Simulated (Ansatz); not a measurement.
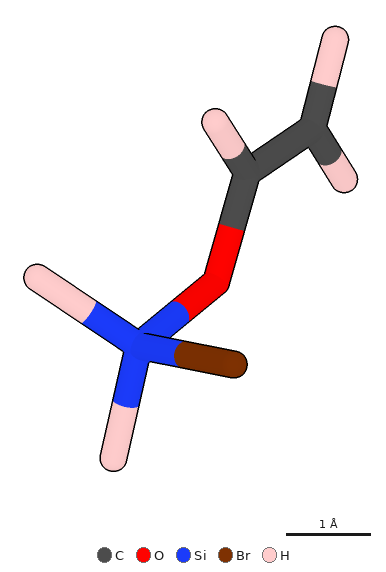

C₂H₅BrOSi, before the relaxation. The picture is a stick view, seen from a free direction.

The start comes from PBE-D4/def2-SVP.

Theory: RKS PBE0-D4/def2-TZVP (Ansatz).

The input:
```yaml
crystal:
  periodic: [false, false, false]
  atoms:
    - {symbol: C, position_ang: [-0.679603, -1.610762, 1.266455]}
    - {symbol: C, position_ang: [-0.566959, -0.596759, 0.394631]}
    - {symbol: O, position_ang: [0.575502, 0.151750, 0.288641]}
    - {symbol: Si, position_ang: [0.826198, 1.399284, -0.811232]}
    - {symbol: Br, position_ang: [1.007986, 0.614137, -2.898837]}
    - {symbol: H, position_ang: [0.155577, -1.884547, 1.927532]}
    - {symbol: H, position_ang: [-1.616458, -2.181656, 1.316581]}
    - {symbol: H, position_ang: [-1.397136, -0.314891, -0.281352]}
    - {symbol: H, position_ang: [-0.338394, 2.345118, -0.794685]}
    - {symbol: H, position_ang: [2.116387, 2.027226, -0.404633]}
basis:
  gaussian: {orbitals: def2-TZVP}
hamiltonian: {xc: pbe0, dispersion: d4}
relax: {f_tol: 0.005, max_steps: 150}
```

Command:
```bash
ansatz run in.yaml --threads 4 --pin off --events-out ev --progress --plain --max-ram 10444MiB
```

Q: What does the optimiser find from here?

A: The largest move after the best rigid fit is that of H8, 0.12 Å. Largest moves by element: H 0.12 Å, Br 0.11 Å, O 0.05 Å, C 0.05 Å, Si 0.03 Å. Near-neighbour distances that change, for instance: O3–Si4 1.682 → 1.639 Å, Si4–Br5 2.238 → 2.216 Å, C1–C2 1.342 → 1.322 Å, Si4–H9 1.500 → 1.481 Å. Over 14 geometry steps the energy falls by 1.63 kcal/mol. The largest force component goes from 0.67 to 0.0016 eV/Å. Cost: 32 s on 4 threads of Intel Xeon 6975P-C (shared host).

The structure at the end:

```xyz
10

C    -0.6587   -1.6037    1.2234
C    -0.5798   -0.5595    0.4171
O     0.5510    0.1893    0.3082
Si    0.8138    1.3757   -0.7917
Br    1.0401    0.5358   -2.8296
H     0.1850   -1.9162    1.8255
H    -1.5829   -2.1606    1.2865
H    -1.4194   -0.2373   -0.1963
H    -0.3416    2.3001   -0.8419
H     2.0757    2.0253   -0.3981
```

The end point in the same view:

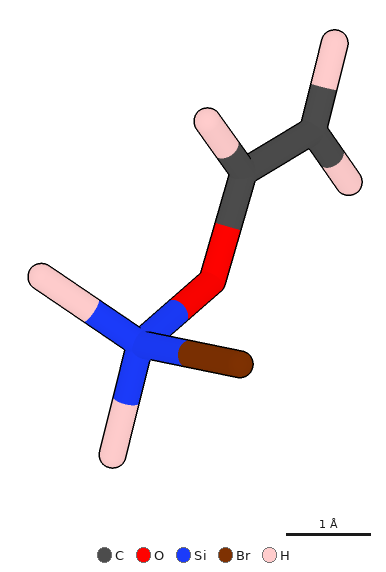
